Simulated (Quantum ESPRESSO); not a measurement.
# Collinear magnetic orders of NiPS3 with Quantum ESPRESSO

Wanted: the moments of NiPS3 and the energy of each order that was tried.

Method: LDA; plane waves with GBRV 1.5 LDA potentials, no spin-orbit coupling, in Quantum ESPRESSO 7.5.

The experiments to compare with:

For NiPS3, monoclinic layered (earlier experiment), “The magnetic dynamics of NiPS3” (2022, arxiv:2207.07448) quotes earlier work: moment (ordered moment per Ni) 1.05 μB [Literature neutron diffraction value, quoted as input to a spin-flop field estimate].

This is a report of a sequence of runs, with most program output left out.

**1. The structure**

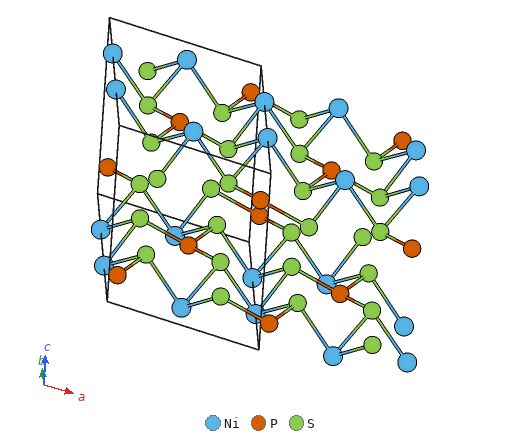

Start, viewed slightly off an axis; nickel blue, phosphorus orange, sulfur green. 2×1×1 cells are drawn. This picture shows the conventional cell, with its axes. Some periodic images of atoms are drawn too.

The cell comes from Materials Project 2023-11-01, a database of computed structures, and need not be the stable phase.

**2. Run 1 (ferro ++)**

The signs are those of the starting moments on the seeded atoms, the atoms that are given a moment.

File pw.in:

```
&CONTROL
  calculation = 'scf'
  prefix = 'pwscf'
  outdir = './tmp'
  pseudo_dir = './pseudo'
  disk_io = 'nowf'
/
&SYSTEM
  ibrav = 0
  celldm(1) = 8
  nat = 10
  ntyp = 3
  ecutwfc = 40
  ecutrho = 280
  nbnd = 57
  occupations = 'smearing'
  smearing = 'fd'
  degauss = 0.00367493
  nspin = 2
  starting_magnetization(1) = 0.1111
  starting_magnetization(2) = 0
  starting_magnetization(3) = 0
/
&ELECTRONS
  conv_thr = 2d-08
  electron_maxstep = 150
  mixing_beta = 0.3
/
ATOMIC_SPECIES
Ni     58.6934 ni_lda_v1.4.uspp.F.UPF
P      30.9738 p_lda_v1.5.uspp.F.UPF
S      32.0600 s_lda_v1.4.uspp.F.UPF
CELL_PARAMETERS alat
   0.6873347292854   -1.1910048505765    0.0000000000000
   0.6873347292854    1.1910048505765    0.0000000000000
  -0.4550299881378    0.0000000000000    1.5640861566726
ATOMIC_POSITIONS crystal
Ni      0.3331320000    0.6668680000    0.0000000000
Ni      0.6668680000    0.3331320000    0.0000000000
P       0.0552140000    0.0552140000    0.1648810000
P       0.9447860000    0.9447860000    0.8351190000
S       0.0762910000    0.4220480000    0.2292310000
S       0.5779520000    0.9237090000    0.7707690000
S       0.2695210000    0.2695210000    0.7706540000
S       0.7304790000    0.7304790000    0.2293460000
S       0.4220480000    0.0762910000    0.2292310000
S       0.9237090000    0.5779520000    0.7707690000
K_POINTS automatic
4 4 4 0 0 0
```

Started as:

```
> OMP_NUM_THREADS=1 mpirun -n 4 pw.x -nk 4 -in pw.in > pw.out
```

It took 3.7 min on 4 MPI ranks of Intel Xeon Platinum 8559C (Emerald Rapids), shared host; peak memory 1.1 GiB.

Spin moment in the atom's sphere by atom:

| atom | spin moment in the atom's sphere (μB) |
| --- | --- |
| Ni1 | 0.0005 |
| Ni2 | 0.0005 |
| P3 | 0.0000 |
| P4 | 0.0000 |
| S5 | 0.0000 |
| S6 | 0.0000 |
| S7 | 0.0000 |
| S8 | 0.0000 |
| S9 | 0.0000 |
| S10 | 0.0000 |

This step gave:

```
smearing term TS       : 0.04150 eV
magnetization          : 0 μB
absolute magnetization : 0 μB
final state            : non-magnetic
```

**3. Run 2, typed as antiferro +−**

Changes to pw.in since step 2:

```diff
@@ -11,6 +11,6 @@
   nat = 10
-  ntyp = 3
+  ntyp = 4
   ecutwfc = 40
   ecutrho = 280
-  nbnd = 57
+  nbnd = 55
   occupations = 'smearing'
@@ -20,4 +20,5 @@
   starting_magnetization(1) = 0.1111
-  starting_magnetization(2) = 0
+  starting_magnetization(2) = -0.1111
   starting_magnetization(3) = 0
+  starting_magnetization(4) = 0
 /
@@ -29,3 +30,4 @@
 ATOMIC_SPECIES
-Ni     58.6934 ni_lda_v1.4.uspp.F.UPF
+Ni1    58.6934 ni_lda_v1.4.uspp.F.UPF
+Ni2    58.6934 ni_lda_v1.4.uspp.F.UPF
 P      30.9738 p_lda_v1.5.uspp.F.UPF
@@ -37,4 +39,4 @@
 ATOMIC_POSITIONS crystal
-Ni      0.3331320000    0.6668680000    0.0000000000
-Ni      0.6668680000    0.3331320000    0.0000000000
+Ni1     0.3331320000    0.6668680000    0.0000000000
+Ni2     0.6668680000    0.3331320000    0.0000000000
 P       0.0552140000    0.0552140000    0.1648810000
```

It took 3.1 min on 4 MPI ranks; peak memory 1.1 GiB; 13 min of CPU time.

Spin moment in the atom's sphere by atom:

| atom | spin moment in the atom's sphere (μB) |
| --- | --- |
| Ni1 | 0.959 |
| Ni2 | -0.959 |
| P3 | 0.000 |
| P4 | 0.000 |
| S5 | -0.001 |
| S6 | -0.001 |
| S7 | 0.000 |
| S8 | 0.000 |
| S9 | 0.001 |
| S10 | 0.001 |

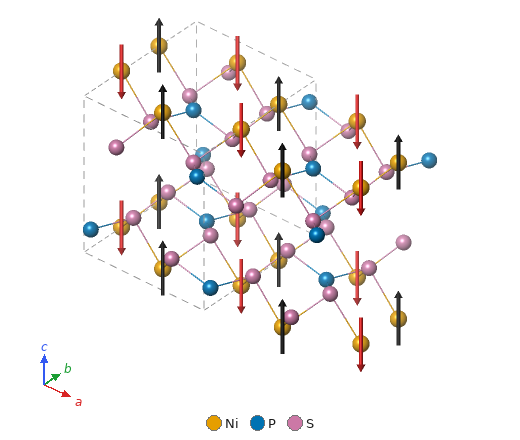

Spin moment in the atom's sphere as arrows, the longest 0.959 μB. Up and down stand for the sign. Arrows give size and sign along the axis of quantisation, drawn up and down the page. The two directions have two colours. 2×1×1 conventional cells are drawn. Some periodic images of atoms are drawn too.

Numbers from this step:

```
smearing term TS       : 0.004803 eV
magnetization          : 0 μB
absolute magnetization : 2.574 μB
final state            : antiferromagnetic
```

**4. The states side by side**

An order is kept where moments of 0.15 μB or more survive with the typed signs; meshes match where a doubled cell samples the same k points as the first cell.

Orders:

| start | final state | typed order kept | energy over the lowest (meV a seeded atom) | largest site moment (μB) | net moment (μB a cell of the first run) | mesh matched | CPU time (s) |
| --- | --- | --- | --- | --- | --- | --- | --- |
| ferro ++ | non-magnetic | no | 69.01 | 5.49e-4 | 0.00143 | yes | 876 |
| antiferro +- | antiferromagnetic | yes | 0 | 0.9585 | 0 | yes | 750.5 |

**5. The lowest state again, with its states saved**

Changes to pw.in since step 3:

```diff
@@ -5,3 +5,3 @@
   pseudo_dir = './pseudo'
-  disk_io = 'nowf'
+  disk_io = 'low'
 /
@@ -14,3 +14,3 @@
   ecutrho = 280
-  nbnd = 55
+  nbnd = 59
   occupations = 'smearing'
```

Elapsed: 3.5 min, on 4 MPI ranks; peak memory 1.1 GiB; 14 min of CPU time.

Read from the output:

- smearing term TS: 0.004802 eV
- magnetization: 0 μB
- absolute magnetization: 2.574 μB
- final state: antiferromagnetic
- largest moment: 0.9586 μB

**6. Another way to count moments**

projwfc.x projects the saved states on orthogonalised atomic orbitals of the pseudopotential files.

Run time: 5.2 s. Hardware: 4 MPI ranks; peak memory 0.46 GiB.

| atom | moment in the sphere (μB) | Löwdin moment (μB) | Löwdin charge (e) |
| --- | --- | --- | --- |
| Ni1 | 0.959 | 0.943 | 18.350 |
| Ni2 | -0.959 | -0.943 | 18.350 |
| P3 | 0.000 | 0.000 | 4.316 |
| P4 | 0.000 | 0.000 | 4.316 |
| S5 | -0.001 | -0.001 | 5.950 |
| S6 | -0.001 | -0.001 | 5.950 |
| S7 | 0.000 | 0.000 | 5.963 |
| S8 | 0.000 | 0.000 | 5.963 |
| S9 | 0.001 | 0.001 | 5.950 |
| S10 | 0.001 | 0.001 | 5.950 |

**7. What came out**

```json
{
  "lowest state found": "antiferromagnetic (from antiferro +-)",
  "largest site moment": "0.959 μB",
  "state without moments": "69.0 meV a seeded atom higher"
}
```

What this shows: 1 start lost its moments. The largest moment reads 0.96 μB in the sphere and 0.94 μB by Löwdin projection; a site moment hangs on how space is shared out. This is the lowest of 2 collinear or spinless starts, no proof of the ground state. A computed site moment is spin alone and hangs on the region that is counted: the program's spheres do not touch and miss the tail of the moment. Measured moments hold any orbital part as well, and belong to the order of the sample, which need not be the order of this run. No Hubbard term acts here. In such compounds local and semilocal functionals without one often delocalise the d electrons, and can shrink or lose moments and miss the size, sign and order of the couplings.

Comparison with the measured values:

| quantity | measured | in the sphere | Löwdin |
| --- | --- | --- | --- |
| moment (Ni) (μB) | 1.05 | 0.96 (-8.7 %) | 0.94 (-10.2 %) |

Measured values from arxiv:2207.07448 (2022).

Verdict: For the moment, of the levels listed nearest comes in the sphere (-8.7 %) and farthest Löwdin (-10.2 %). No cell relaxation is part of this session.

[Logs and program files are shortened in this print: banners, set-up blocks, solver, clock and traceback lines can be left out without a mark of their own.]

[Logs are printed without paths, hosts, clocks, repeated set-up lines and the standing remarks that a program may print on its own settings, such as how far it seeks lower states.]

[Hosts, paths, dates, database ids (printed as entryN), source tags and the programs' standing remarks are cut or masked in the printed files.]

[Where a cell is said to come from a database of computed structures, the database is the Materials Project.]
